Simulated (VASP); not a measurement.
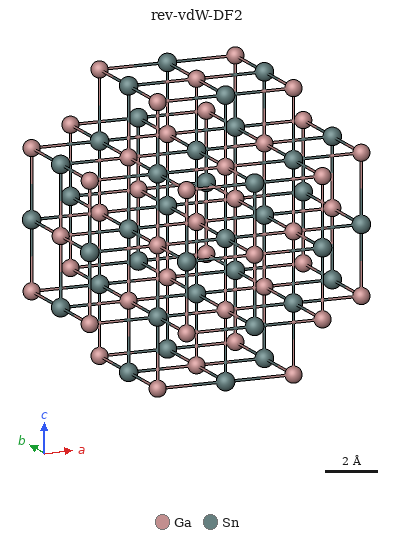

Solid GaSn (a generated structure, set up in Fmmm), relaxed (cell and atoms) with several functionals. The picture shows the result with rev-vdW-DF2. The picture is a ball-and-stick view of the conventional cell (4 times the calculation's cell), seen slightly off an axis. Lengths and directions refer to the drawn axes.

Computed with VASP 6.6.1: VASP PAW PBE potentials, recommended; VASP PAW LDA potentials, recommended (each functional with its own set). Set-up: plane-wave cutoff 600 eV; k-point mesh 8 × 8 × 8; occupations fermi-dirac; smearing width 0.05 eV; no spin polarisation.

```
 functional  volume (Å³/atom)  a (Å)  b (Å)  c (Å)
rev-vdW-DF2            24.028  5.775  5.769  5.770
     PBEsol            23.085  5.695  5.696  5.694
       PW91                 ?      ?      ?      ?
        LDA            22.424  5.643  5.638  5.639
 optB88-vdW            24.532  5.816  5.810  5.808
       SCAN            23.400  5.722  5.718  5.721
     r2SCAN            23.528  5.728  5.732  5.733
  vdW-DF-cx            23.322  5.710  5.717  5.715
     revPBE            25.119  5.862  5.855  5.855
        PBE            24.487  5.816  5.806  5.801
       AM05            23.058  5.692  5.693  5.693
       RPBE            25.370  5.885  5.876  5.870
       BLYP            26.980  6.001  5.996  5.999
```

One row is withheld. What does the calculation give there?

Answer. With PW91 the volume falls between PBE (24.487) and optB88-vdW (24.532). The calculation gives 24.504 Å³/atom (a = 5.817 Å, b = 5.807 Å, c = 5.803 Å). In order of volume: LDA < AM05 < PBEsol < vdW-DF-cx < SCAN < r2SCAN < rev-vdW-DF2 < PBE < PW91 < optB88-vdW < revPBE < RPBE < BLYP; the spread is 20.3 %.
